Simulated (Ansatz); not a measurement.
**BCl₂H₅OSi (built from SMILES OB(Cl)Cl.[SiH4]): search for a transition state**

Is there a first-order saddle for this four-centre ligand exchange, which should form B1–Si6, O2–H5 and break B1–O2, H5–Si6, and which two structures does it connect?

Program: Ansatz 0.2.0, Gaussian basis. Level of theory: PBE0-D4, def2-SVP first, then def2-TZVP. These are calculated values, not measurements.

152 further runs of the same task are left out: 152 set aside as unsound or not needed. Runs told in other sessions of the task aren't counted.

## Step 1: Where the work starts

The guess: 10 atoms, charge 0, spin multiplicity 1.

Atoms are counted from 1 here; the program's logs count them from 0.

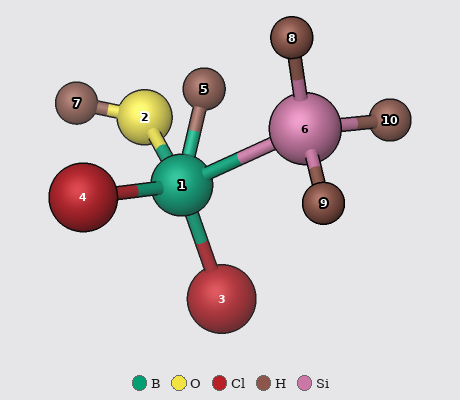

Start geometry, drawn with boron teal, oxygen yellow, chlorine red, hydrogen brown, silicon pink; atoms are numbered from 1 in the order of the file.

Geometry (Å):

```mol
BCl2H5OSi
  3D, bonds by distance, orders not assigned

 10  9  0  0  0  0  0  0  0  0999 V2000
   -0.5692    0.5662   -0.1391 B   0  0
    0.4309    1.7848   -0.3425 O   0  0
   -1.6097    0.4032   -1.6188 Cl  0  0
   -1.5176    0.8723    1.4048 Cl  0  0
    0.8132    0.6337    0.0497 H   0  0
    0.4237   -1.3231    0.0550 Si  0  0
    0.2714    2.4978    0.2894 H   0  0
    1.2944   -1.4932    1.2245 H   0  0
   -0.7003   -2.2373    0.2236 H   0  0
    1.1631   -1.7044   -1.1465 H   0  0
  1  2  8  0
  1  3  8  0
  1  4  8  0
  1  5  8  0
  1  6  8  0
  2  7  8  0
  6  8  8  0
  6  9  8  0
  6 10  8  0
M  END
```

Distances that are to change: B1–Si6 2.14 Å, O2–H5 1.27 Å, B1–O2 1.59 Å, H5–Si6 2.00 Å.

## Step 2: Constrained relaxation of the guess

hold/in.yaml

```yaml
crystal:
  periodic: [false, false, false]
  atoms:
    - {symbol: B, position_ang: [-0.569200, 0.566200, -0.139100]}
    - {symbol: O, position_ang: [0.430900, 1.784800, -0.342500]}
    - {symbol: Cl, position_ang: [-1.609700, 0.403200, -1.618800]}
    - {symbol: Cl, position_ang: [-1.517600, 0.872300, 1.404800]}
    - {symbol: H, position_ang: [0.813200, 0.633700, 0.049700]}
    - {symbol: Si, position_ang: [0.423700, -1.323100, 0.055000]}
    - {symbol: H, position_ang: [0.271400, 2.497800, 0.289400]}
    - {symbol: H, position_ang: [1.294400, -1.493200, 1.224500]}
    - {symbol: H, position_ang: [-0.700300, -2.237300, 0.223600]}
    - {symbol: H, position_ang: [1.163100, -1.704400, -1.146500]}
basis:
  gaussian: {orbitals: def2-SVP}
hamiltonian: {xc: pbe0, dispersion: d4}
relax: {f_tol: 0.04, max_steps: 150, escape_saddle: false, constraints: [{distance: [0, 5]}, {distance: [1, 4]}, {distance: [0, 1]}, {distance: [4, 5]}]}
```

Launch:

```console
> ansatz run in.yaml --threads 8 --pin off --events-out ev --progress --plain --max-ram 19148MiB
```

After this run come: Force constants to start from; Saddle search in the small basis; Saddle search in triple zeta; Vibrations at the point found; Relaxing after a step of 0.30 Å one way along the mode; Relaxing after a step of 0.30 Å the other way along the mode.

Before running it: what results should come out? Wanted: imaginary mode; barrier from the start side; barrier from the end side; energy of the step; pairs that change; zero-point energy at the saddle.

As calculated:

| quantity | value |
| --- | --- |
| imaginary mode | 1365i cm⁻¹ |
| barrier from the start side | 51.6 kcal/mol |
| barrier from the end side | 26.3 kcal/mol |
| energy of the step | +25.3 kcal/mol |
| pairs that change | B1–Si6 formed, O2–H5 formed, B1–O2 loosened, H5–Si6 broken |
| zero-point energy at the saddle | 1.427 eV |

What this shows: The point has a single imaginary mode (1365i cm⁻¹), as a transition state must. Going downhill both ways gives the intended start and end. A bond meant to break is only loosened at the end: the products stay bound as an adduct. At PBE0-D4/def2-TZVP the electronic barrier is 51.6 kcal/mol, about 87 kT at 298 K, and the step runs 25.3 kcal/mol uphill. The barrier is thin enough for tunnelling; the leading (Wigner) term alone is a factor of 2.8 at 298 K. A step off the saddle overshot and began above it in energy, so the link to its end is likely but not proven. Lower complexes than these ends may exist.
